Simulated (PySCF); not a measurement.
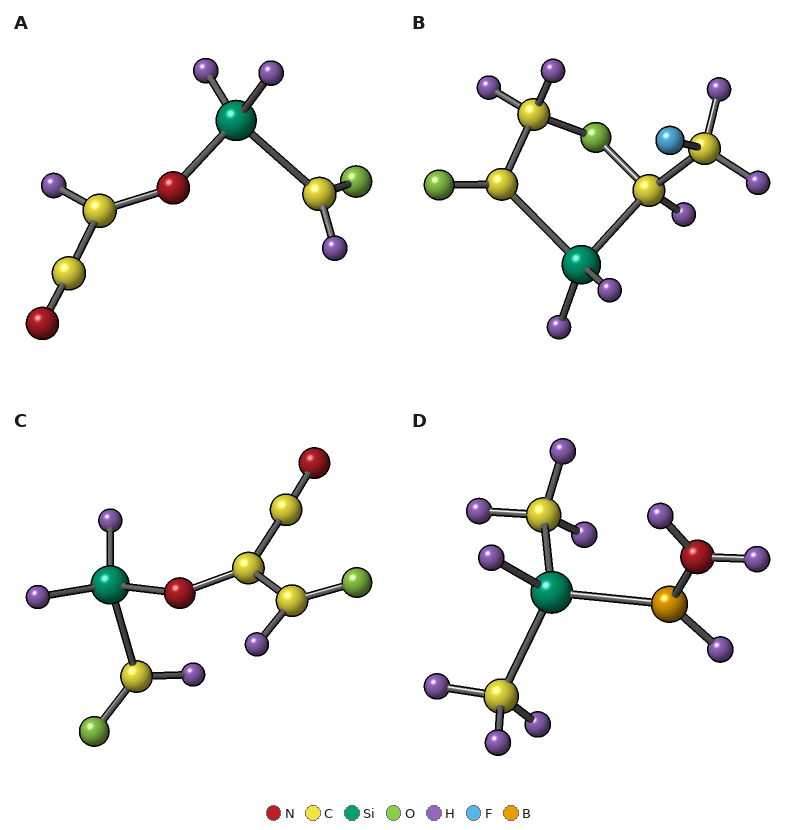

Source: calculation with PySCF.

### Which panel belongs to which SMILES?
(1) C[SiH](C)BN
(2) N#C/C(C=O)=N\[SiH2]C=O
(3) O=C1CO[C@@H](CF)[SiH2]1
(4) N#C/C=N/[SiH2]C=O

A is (4), B is (3), C is (2), D is (1).
